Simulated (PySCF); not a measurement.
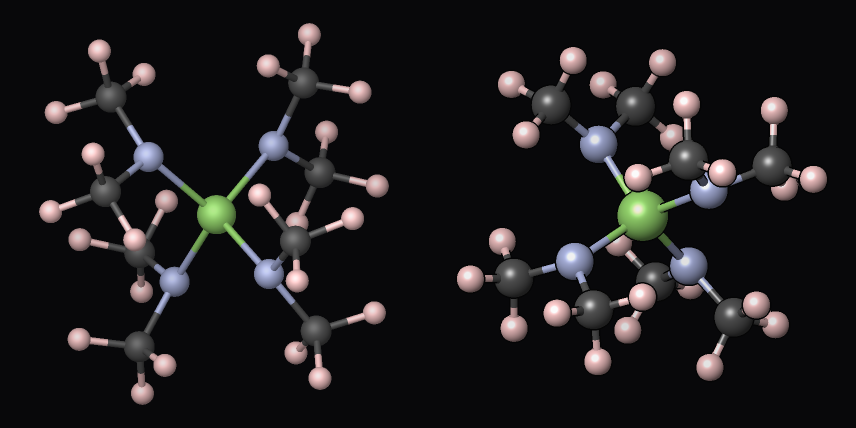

(Drawn from a calculation with PySCF.)

Two views of one molecule. Colours: carbon dark grey, nitrogen light blue, gallium green, hydrogen pink.

The species has charge −1 and is a spin singlet.

Question: Count the atoms of each element.

Answer: C8H24GaN4(-), 37 atoms: 8 carbon, 24 hydrogen, 1 gallium and 4 nitrogen.

Question: How many bonds of each kind are drawn?

Answer: 24 C–H, 8 C–N, 4 Ga–N.
